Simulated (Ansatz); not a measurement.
# SiH₂ (triplet): wB97M-V, B2PLYP over vertical spin and charge gaps, def2-QZVPP

Aim: run SiH₂ (triplet) with these functionals over vertical spin and charge gaps, and hold them against the top wave-function level at the same points.

Program: Ansatz 0.2.0, Gaussian basis. Level of theory: def2-QZVPP, all electrons in the functionals, frozen cores in the correlation of double hybrids and RPA. These are calculated values, not measurements.

To be run: wB97M-V, B2PLYP, at charge 0, triplet; charge 0, singlet; charge 0, quintet; charge 1, doublet; charge 1, quartet.

2 further runs of the same task are left out: 2 set aside as unsound or not needed.

## 1. The geometry

The geometry is a PBE0/def2-TZVP stationary point (not a proven minimum).

3 atoms, charge 0, spin multiplicity 3.

Atoms are counted from 1 here; the program's logs count them from 0.

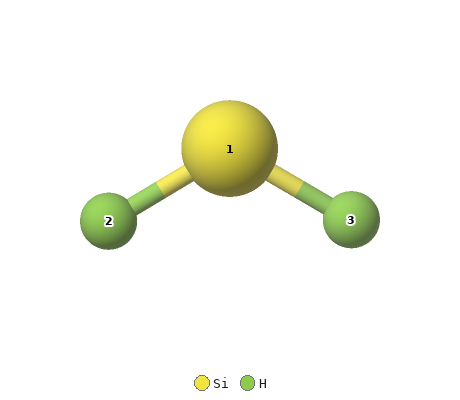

The geometry (silicon yellow, hydrogen green); atoms are numbered from 1 in the order of the file.

No dispersion term is added; wB97M-V holds VV10 nonlocal correlation.

The geometry shown and the zero of energy belong to the point charge 0, triplet. The yardstick, UCCSD(T), and other wave-function levels (R restricted, U unrestricted, valence and pair active spaces) come from earlier runs.

## 2. wB97M-V, charge 0, triplet

in.yaml

```yaml
crystal:
  periodic: [false, false, false]
  atoms:
    - {symbol: Si, position_ang: [0.000000, -0.050740, 0.000000]}
    - {symbol: H, position_ang: [0.000000, 0.706913, -1.278374]}
    - {symbol: H, position_ang: [0.000000, 0.706912, 1.278374]}
basis:
  gaussian: {orbitals: "def2-QZVPP.json"}
magnetization: {spin_polarized: true, initial_magnetization: 2}
hamiltonian: {xc: {name: wB97M-V}}
output: {orbitals: {seedname: orbitals}}
```

Started as:

```bash
> ansatz run in.yaml --threads 1 --pin off --events-out ev --progress --plain --max-ram 2393MiB
```

Log, shortened:

```text
Functional definition: wB97M-V
  name "wB97M-V"
  cite "Mardirossian & Head-Gordon, J. Chem. Phys. 144, 214110 (2016) doi:10.1063/1.4952647"
  cite "Becke, J. Chem. Phys. 107, 8554 (1997) doi:10.1063/1.475007"
  cite "Vydrov & Van Voorhis, J. Chem. Phys. 133, 244103 (2010) doi:10.1063/1.3521275"
  # Of w^i u^j: cxij and so on, Table III.
[...]
  gx(w, u) = 1 - cx + cx01*u + cx10*w
  gss(w, u) = css00 + css04*u^4 + css10*w + css20*w^2 + css43*w^4*u^3
  gos(w, u) = cos00 + cos10*w + (cos20 + cos21*u)*w^2 + (cos60 + cos61*u)*w^6
[...]
      + integral(e_c_pw_mod_opposite_spin*gos(b97_w_opposite, b97_u_opposite)) + vv10(b, c)
485 factors; their error is unknown
118 factors; integrals over basis functions are off by at most 6.0e-5 eV
[...]
mean field -7906.52638566 eV, -290.5594854368 hartree, gradient 5.6e-5 eV, S^2 2.001225; 0 other end points of the search recorded, 0 dependent functions left out
reference -7906.52642668 eV, -290.5594869444 hartree; 9, 7 occupied and 121, 123 virtual orbitals, 485 factors
Total energy: -7906.52642668 eV, -290.5594869444 hartree
```

Run time: 6 s. Hardware: 1 thread of Arm Neoverse V2, shared host.

From the report: ⟨S²⟩ of the determinant 2.001 (pure triplet: 2.00).

## 3. wB97M-V, charge 0, singlet

in.yaml, as its differences from that of step 2:

```diff
@@ -8,3 +8,3 @@
   gaussian: {orbitals: "def2-QZVPP.json"}
-magnetization: {spin_polarized: true, initial_magnetization: 2}
+magnetization: {spin_polarized: true, initial_magnetization: 0}
 hamiltonian: {xc: {name: wB97M-V}}
```

The command is unchanged.

Log, shortened:

```text
Functional definition: wB97M-V
  name "wB97M-V"
  cite "Mardirossian & Head-Gordon, J. Chem. Phys. 144, 214110 (2016) doi:10.1063/1.4952647"
  cite "Becke, J. Chem. Phys. 107, 8554 (1997) doi:10.1063/1.475007"
  cite "Vydrov & Van Voorhis, J. Chem. Phys. 133, 244103 (2010) doi:10.1063/1.3521275"
  # Of w^i u^j: cxij and so on, Table III.
[...]
  gx(w, u) = 1 - cx + cx01*u + cx10*w
  gss(w, u) = css00 + css04*u^4 + css10*w + css20*w^2 + css43*w^4*u^3
  gos(w, u) = cos00 + cos10*w + (cos20 + cos21*u)*w^2 + (cos60 + cos61*u)*w^6
[...]
      + integral(e_c_pw_mod_opposite_spin*gos(b97_w_opposite, b97_u_opposite)) + vv10(b, c)
485 factors; their error is unknown
118 factors; integrals over basis functions are off by at most 6.0e-5 eV
[...]
mean field -7907.10314306 eV, -290.5806808804 hartree, gradient 2.7e-6 eV, S^2 0.000000; 1 other end points of the search recorded, 0 dependent functions left out
reference -7907.10318642 eV, -290.5806824739 hartree; 8, 8 occupied and 122, 122 virtual orbitals, 485 factors
Total energy: -7907.10318642 eV, -290.5806824739 hartree
```

Wall time 14 s (1 thread of Arm Neoverse V2, shared host); peak memory 0.29 GiB.

From the report: ⟨S²⟩ of the determinant 0.000 (pure singlet: 0.00).

From charge 0, triplet: -13.3 kcal/mol.

## 4. wB97M-V, charge 0, quintet

in.yaml, as its differences from that of step 3:

```diff
@@ -8,3 +8,3 @@
   gaussian: {orbitals: "def2-QZVPP.json"}
-magnetization: {spin_polarized: true, initial_magnetization: 0}
+magnetization: {spin_polarized: true, initial_magnetization: 4}
 hamiltonian: {xc: {name: wB97M-V}}
```

Same command.

Log, shortened:

```text
Functional definition: wB97M-V
  name "wB97M-V"
  cite "Mardirossian & Head-Gordon, J. Chem. Phys. 144, 214110 (2016) doi:10.1063/1.4952647"
  cite "Becke, J. Chem. Phys. 107, 8554 (1997) doi:10.1063/1.475007"
  cite "Vydrov & Van Voorhis, J. Chem. Phys. 133, 244103 (2010) doi:10.1063/1.3521275"
  # Of w^i u^j: cxij and so on, Table III.
[...]
  gx(w, u) = 1 - cx + cx01*u + cx10*w
  gss(w, u) = css00 + css04*u^4 + css10*w + css20*w^2 + css43*w^4*u^3
  gos(w, u) = cos00 + cos10*w + (cos20 + cos21*u)*w^2 + (cos60 + cos61*u)*w^6
[...]
      + integral(e_c_pw_mod_opposite_spin*gos(b97_w_opposite, b97_u_opposite)) + vv10(b, c)
485 factors; their error is unknown
118 factors; integrals over basis functions are off by at most 6.0e-5 eV
[...]
mean field -7898.47406253 eV, -290.2635680201 hartree, gradient 2.2e-5 eV, S^2 6.001812; 1 other end points of the search recorded, 0 dependent functions left out
reference -7898.47409838 eV, -290.2635693373 hartree; 10, 6 occupied and 120, 124 virtual orbitals, 485 factors
Total energy: -7898.47409838 eV, -290.2635693373 hartree
```

Wall time 14 s (1 thread of Arm Neoverse V2, shared host); peak memory 0.29 GiB.

From the report: ⟨S²⟩ of the determinant 6.002 (pure quintet: 6.00).

From charge 0, triplet: +185.7 kcal/mol.

## 5. wB97M-V, charge 1, doublet

in.yaml, as its differences from that of step 4:

```diff
@@ -8,3 +8,4 @@
   gaussian: {orbitals: "def2-QZVPP.json"}
-magnetization: {spin_polarized: true, initial_magnetization: 4}
+total_charge: 1
+magnetization: {spin_polarized: true, initial_magnetization: 1}
 hamiltonian: {xc: {name: wB97M-V}}
```

Launched as before.

Log, shortened:

```text
Functional definition: wB97M-V
  name "wB97M-V"
  cite "Mardirossian & Head-Gordon, J. Chem. Phys. 144, 214110 (2016) doi:10.1063/1.4952647"
  cite "Becke, J. Chem. Phys. 107, 8554 (1997) doi:10.1063/1.475007"
  cite "Vydrov & Van Voorhis, J. Chem. Phys. 133, 244103 (2010) doi:10.1063/1.3521275"
  # Of w^i u^j: cxij and so on, Table III.
[...]
  gx(w, u) = 1 - cx + cx01*u + cx10*w
  gss(w, u) = css00 + css04*u^4 + css10*w + css20*w^2 + css43*w^4*u^3
  gos(w, u) = cos00 + cos10*w + (cos20 + cos21*u)*w^2 + (cos60 + cos61*u)*w^6
[...]
      + integral(e_c_pw_mod_opposite_spin*gos(b97_w_opposite, b97_u_opposite)) + vv10(b, c)
485 factors; their error is unknown
118 factors; integrals over basis functions are off by at most 6.0e-5 eV
[...]
mean field -7898.54337677 eV, -290.2661152714 hartree, gradient 4.5e-5 eV, S^2 0.751306; 0 other end points of the search recorded, 0 dependent functions left out
reference -7898.54342060 eV, -290.2661168822 hartree; 8, 7 occupied and 122, 123 virtual orbitals, 485 factors
Total energy: -7898.54342060 eV, -290.2661168822 hartree
```

Wall time 5.5 s (1 thread of Arm Neoverse V2, shared host).

From the report: ⟨S²⟩ of the determinant 0.751 (pure doublet: 0.75).

From charge 0, triplet: +184.1 kcal/mol.

## 6. wB97M-V, charge 1, quartet

in.yaml, as its differences from that of step 5:

```diff
@@ -9,3 +9,3 @@
 total_charge: 1
-magnetization: {spin_polarized: true, initial_magnetization: 1}
+magnetization: {spin_polarized: true, initial_magnetization: 3}
 hamiltonian: {xc: {name: wB97M-V}}
```

Launched as before.

Log, shortened:

```text
Functional definition: wB97M-V
  name "wB97M-V"
  cite "Mardirossian & Head-Gordon, J. Chem. Phys. 144, 214110 (2016) doi:10.1063/1.4952647"
  cite "Becke, J. Chem. Phys. 107, 8554 (1997) doi:10.1063/1.475007"
  cite "Vydrov & Van Voorhis, J. Chem. Phys. 133, 244103 (2010) doi:10.1063/1.3521275"
  # Of w^i u^j: cxij and so on, Table III.
[...]
  gx(w, u) = 1 - cx + cx01*u + cx10*w
  gss(w, u) = css00 + css04*u^4 + css10*w + css20*w^2 + css43*w^4*u^3
  gos(w, u) = cos00 + cos10*w + (cos20 + cos21*u)*w^2 + (cos60 + cos61*u)*w^6
[...]
      + integral(e_c_pw_mod_opposite_spin*gos(b97_w_opposite, b97_u_opposite)) + vv10(b, c)
485 factors; their error is unknown
118 factors; integrals over basis functions are off by at most 6.0e-5 eV
[...]
mean field -7893.72532124 eV, -290.0890549965 hartree, gradient 3.6e-5 eV, S^2 3.755757; 0 other end points of the search recorded, 0 dependent functions left out
reference -7893.72536390 eV, -290.0890565642 hartree; 9, 6 occupied and 121, 124 virtual orbitals, 485 factors
Total energy: -7893.72536390 eV, -290.0890565642 hartree
```

Run time: 6.5 s. Hardware: 1 thread of Arm Neoverse V2, shared host.

From the report: ⟨S²⟩ of the determinant 3.756 (pure quartet: 3.75).

From charge 0, triplet: +295.2 kcal/mol.

## 7. B2PLYP, charge 0, triplet

in.yaml

```yaml
crystal:
  periodic: [false, false, false]
  atoms:
    - {symbol: Si, position_ang: [0.000000, -0.050740, 0.000000]}
    - {symbol: H, position_ang: [0.000000, 0.706913, -1.278374]}
    - {symbol: H, position_ang: [0.000000, 0.706912, 1.278374]}
basis:
  gaussian: {orbitals: "def2-QZVPP.json"}
magnetization: {spin_polarized: true, initial_magnetization: 2}
hamiltonian: {xc: {name: B2PLYP}}
correlation: {electrons: outside_noble_gas}
```

The command is unchanged.

Log, shortened:

```text
Functional definition: B2PLYP
  name "B2PLYP"
  cite "Grimme, J. Chem. Phys. 124, 034108 (2006) doi:10.1063/1.2148954"
  cite "Becke, Phys. Rev. A 38, 3098 (1988) doi:10.1103/PhysRevA.38.3098"
  cite "Lee, Yang & Parr, Phys. Rev. B 37, 785 (1988) doi:10.1103/PhysRevB.37.785"
[...]
752 factors; integrals over basis functions are off by at most 7.4e-4 eV
[...]
mean field -7903.23930894 eV, -290.4386875957 hartree, gradient 3.9e-6 eV, S^2 2.003559; 0 other end points of the search recorded, 0 dependent functions left out
5 core orbitals not correlated: weight in the atoms' cores, before any rotation towards them, 1.000 or more for the frozen orbitals, at most 0.000 for the correlated occupied ones
reference -7903.23943629 eV, -290.4386922757 hartree; 4, 2 occupied and 121, 123 virtual orbitals, 752 factors
second order -3.29415085 eV of doubles, -0.00000000 eV of singles
Total energy: -7904.12885702 eV, -290.4713778846 hartree
```

Run time: 2.8 s. Hardware: 1 thread of Arm Neoverse V2, shared host.

From the report: ⟨S²⟩ of the determinant 2.004 (pure triplet: 2.00).

## 8. B2PLYP, charge 0, singlet

in.yaml, as its differences from that of step 7:

```diff
@@ -8,3 +8,3 @@
   gaussian: {orbitals: "def2-QZVPP.json"}
-magnetization: {spin_polarized: true, initial_magnetization: 2}
+magnetization: {spin_polarized: true, initial_magnetization: 0}
 hamiltonian: {xc: {name: B2PLYP}}
```

The command is unchanged.

Log, shortened:

```text
Functional definition: B2PLYP
  name "B2PLYP"
  cite "Grimme, J. Chem. Phys. 124, 034108 (2006) doi:10.1063/1.2148954"
  cite "Becke, Phys. Rev. A 38, 3098 (1988) doi:10.1103/PhysRevA.38.3098"
  cite "Lee, Yang & Parr, Phys. Rev. B 37, 785 (1988) doi:10.1103/PhysRevB.37.785"
[...]
752 factors; integrals over basis functions are off by at most 7.4e-4 eV
[...]
mean field -7903.59921688 eV, -290.4519139685 hartree, gradient 2.0e-6 eV, S^2 0.498232; 7 other end points of the search recorded, 0 dependent functions left out
5 core orbitals not correlated: weight in the atoms' cores, before any rotation towards them, 1.000 or more for the frozen orbitals, at most 0.000 for the correlated occupied ones
reference -7903.59934705 eV, -290.4519187519 hartree; 3, 3 occupied and 122, 122 virtual orbitals, 752 factors
second order -3.52670206 eV of doubles, -0.00000000 eV of singles
Total energy: -7904.55155660 eV, -290.4869118076 hartree
```

Wall time 7.5 s (1 thread of Arm Neoverse V2, shared host).

From the report: ⟨S²⟩ of the determinant 0.498 (pure singlet: 0.00).

From charge 0, triplet: -9.7 kcal/mol.

## 9. B2PLYP, charge 0, quintet

in.yaml, as its differences from that of step 8:

```diff
@@ -8,3 +8,3 @@
   gaussian: {orbitals: "def2-QZVPP.json"}
-magnetization: {spin_polarized: true, initial_magnetization: 0}
+magnetization: {spin_polarized: true, initial_magnetization: 4}
 hamiltonian: {xc: {name: B2PLYP}}
```

Launched as before.

Log, shortened:

```text
Functional definition: B2PLYP
  name "B2PLYP"
  cite "Grimme, J. Chem. Phys. 124, 034108 (2006) doi:10.1063/1.2148954"
  cite "Becke, Phys. Rev. A 38, 3098 (1988) doi:10.1103/PhysRevA.38.3098"
  cite "Lee, Yang & Parr, Phys. Rev. B 37, 785 (1988) doi:10.1103/PhysRevB.37.785"
[...]
752 factors; integrals over basis functions are off by at most 7.4e-4 eV
[...]
mean field -7895.31574522 eV, -290.1475019996 hartree, gradient 2.7e-6 eV, S^2 6.004241; 2 other end points of the search recorded, 0 dependent functions left out
5 core orbitals not correlated: weight in the atoms' cores, before any rotation towards them, 1.000 or more for the frozen orbitals, at most 0.000 for the correlated occupied ones
reference -7895.31586785 eV, -290.1475065062 hartree; 5, 1 occupied and 120, 124 virtual orbitals, 752 factors
second order -3.07399971 eV of doubles, -0.00000000 eV of singles
Total energy: -7896.14584777 eV, -290.1780077057 hartree
```

It took 3.7 s on 1 thread of Arm Neoverse V2, shared host.

From the report: ⟨S²⟩ of the determinant 6.004 (pure quintet: 6.00).

From charge 0, triplet: +184.1 kcal/mol.

## 10. B2PLYP, charge 1, doublet

in.yaml, as its differences from that of step 9:

```diff
@@ -8,3 +8,4 @@
   gaussian: {orbitals: "def2-QZVPP.json"}
-magnetization: {spin_polarized: true, initial_magnetization: 4}
+total_charge: 1
+magnetization: {spin_polarized: true, initial_magnetization: 1}
 hamiltonian: {xc: {name: B2PLYP}}
```

Launched as before.

Log, shortened:

```text
Functional definition: B2PLYP
  name "B2PLYP"
  cite "Grimme, J. Chem. Phys. 124, 034108 (2006) doi:10.1063/1.2148954"
  cite "Becke, Phys. Rev. A 38, 3098 (1988) doi:10.1103/PhysRevA.38.3098"
  cite "Lee, Yang & Parr, Phys. Rev. B 37, 785 (1988) doi:10.1103/PhysRevB.37.785"
[...]
752 factors; integrals over basis functions are off by at most 7.4e-4 eV
[...]
mean field -7895.33126160 eV, -290.1480722160 hartree, gradient 1.1e-6 eV, S^2 0.754136; 0 other end points of the search recorded, 0 dependent functions left out
5 core orbitals not correlated: weight in the atoms' cores, before any rotation towards them, 1.000 or more for the frozen orbitals, at most 0.000 for the correlated occupied ones
reference -7895.33138325 eV, -290.1480766865 hartree; 3, 2 occupied and 122, 123 virtual orbitals, 752 factors
second order -2.74814012 eV of doubles, -0.00000000 eV of singles
Total energy: -7896.07338108 eV, -290.1753446039 hartree
```

It took 2.8 s on 1 thread of Arm Neoverse V2, shared host.

From the report: ⟨S²⟩ of the determinant 0.754 (pure doublet: 0.75).

From charge 0, triplet: +185.8 kcal/mol.

## 11. B2PLYP, charge 1, quartet

in.yaml, as its differences from that of step 10:

```diff
@@ -9,3 +9,3 @@
 total_charge: 1
-magnetization: {spin_polarized: true, initial_magnetization: 1}
+magnetization: {spin_polarized: true, initial_magnetization: 3}
 hamiltonian: {xc: {name: B2PLYP}}
```

Same command.

Log, shortened:

```text
Functional definition: B2PLYP
  name "B2PLYP"
  cite "Grimme, J. Chem. Phys. 124, 034108 (2006) doi:10.1063/1.2148954"
  cite "Becke, Phys. Rev. A 38, 3098 (1988) doi:10.1103/PhysRevA.38.3098"
  cite "Lee, Yang & Parr, Phys. Rev. B 37, 785 (1988) doi:10.1103/PhysRevB.37.785"
[...]
752 factors; integrals over basis functions are off by at most 7.4e-4 eV
[...]
mean field -7890.73033256 eV, -289.9789911925 hartree, gradient 1.6e-6 eV, S^2 3.762194; 0 other end points of the search recorded, 0 dependent functions left out
5 core orbitals not correlated: weight in the atoms' cores, before any rotation towards them, 1.000 or more for the frozen orbitals, at most 0.000 for the correlated occupied ones
reference -7890.73045659 eV, -289.9789957504 hartree; 4, 1 occupied and 121, 124 virtual orbitals, 752 factors
second order -2.46827619 eV of doubles, -0.00000000 eV of singles
Total energy: -7891.39689116 eV, -290.0034867691 hartree
```

Run time: 2.8 s. Hardware: 1 thread of Arm Neoverse V2, shared host.

From the report: ⟨S²⟩ of the determinant 3.762 (pure quartet: 3.75).

From charge 0, triplet: +293.6 kcal/mol.

## 12. Against the wave-function levels

No level is safe as a reference over these points; UCCSD(T) serves as a yardstick only. It comes from earlier runs at the same points. Energies in kcal/mol, counted from charge 0, triplet; blanks weren't run or aren't comparable.

```
   level  triplet to singlet  triplet to quintet  ionisation to the doublet cation  ionisation to the quartet cation
UCCSD(T)                                   183.4                             189.0                             294.8
 wB97M-V               -13.3               185.7                             184.1                             295.2
  B2PLYP                -9.7               184.1                             185.8                             293.6
```

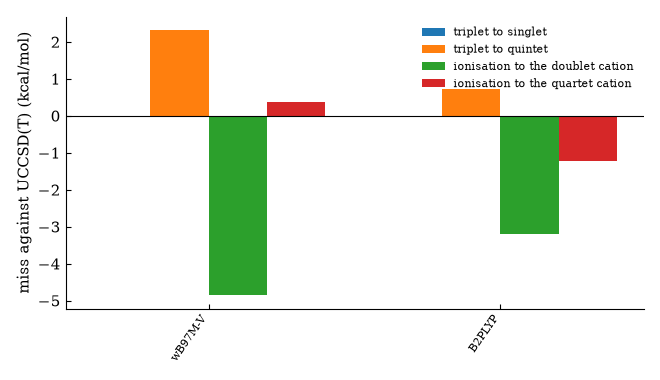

Misses of the gaps against UCCSD(T).

Largest miss and mean time a point (UCCSD(T) took 3.4 s a point; shared hosts):

```
  level  largest miss (kcal/mol)                             where  time a point
wB97M-V                     -4.9  ionisation to the doublet cation         9.1 s
 B2PLYP                     -3.2  ionisation to the doublet cation         3.9 s
```

## 13. What came out

| quantity | value |
| --- | --- |
| triplet to quintet, UCCSD(T) | 183.4 kcal/mol |
| ionisation to the doublet cation, UCCSD(T) | 189.0 kcal/mol |
| ionisation to the quartet cation, UCCSD(T) | 294.8 kcal/mol |
| largest miss, wB97M-V | -4.9 kcal/mol (ionisation to the doublet cation) |
| largest miss, B2PLYP | -3.2 kcal/mol (ionisation to the doublet cation) |

What this shows: Misses are known at 3 of 4 points at best, and only functionals with that many are ranked. Of the functionals, B2PLYP keep the smallest largest miss at the points compared (at most 3.2 kcal/mol) and wB97M-V strays most (4.9 kcal/mol, at ionisation to the doublet cation). B2PLYP clearly breaks the spin symmetry at some points (⟨S²⟩ up to 0.50 above the pure value), so energy there is bought with a mixed spin. Functionals and the yardstick converge differently with the basis, so part of each miss in def2-QZVPP is the basis. The yardstick itself may be off where one determinant is a poor start.
